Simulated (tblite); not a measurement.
Geometry relaxation of C$_{6}$H$_{15}$BrGa (charge −1) (part 3 of 3)

Continued. System: C$_{6}$H$_{15}$BrGa, charge −1, SMILES C[CH2][Ga-]([Br])([CH2]C)[CH2]C. Method: GFN2-xTB geometry optimisation, gas phase (tblite 0.8.0). 

Geometry of the input (Å):
```
C  -1.1608  2.5939  0.4462
C  -0.9408  1.6905  -0.7705
Ga 0.1666  0.0678  -0.2915
C  -0.6143  -1.7402  -0.4218
C  -2.0960  -1.8477  -0.7430
C  2.0086  0.3116  0.3209
C  2.8468  -0.9582  0.4308
H  -1.7334  3.5137  0.1790
H  -0.2252  2.9369  0.9068
H  -1.7632  2.0962  1.2519
H  -1.8943  1.3709  -1.2073
H  -0.3906  2.2299  -1.5304
H  -0.0124  -2.3129  -1.1172
H  -0.3984  -2.2543  0.5554
H  -2.4621  -2.8684  -0.7993
H  -2.7292  -1.3160  0.0025
H  -2.3071  -1.3809  -1.7309
H  1.9545  0.8080  1.3086
H  2.5116  1.0550  -0.3216
H  2.3841  -1.6970  1.1221
H  3.8544  -0.7659  0.8368
H  2.9629  -1.4572  -0.5350
Br 1.0829  0.0107  -2.6392
```

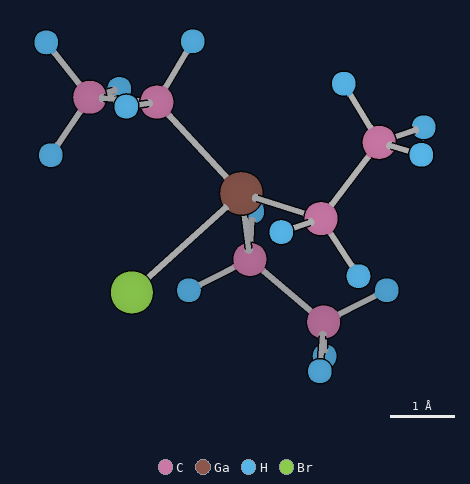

Figure 1. The starting structure (ball-and-stick view, seen at a tilt). Sticks mark near contacts.

Summary:

| quantity | value |
| --- | --- |
| outcome | converged |
| total energy | −708.8715 eV |
| wall time | 2.9 s |
| peak memory | 0.32 GiB |
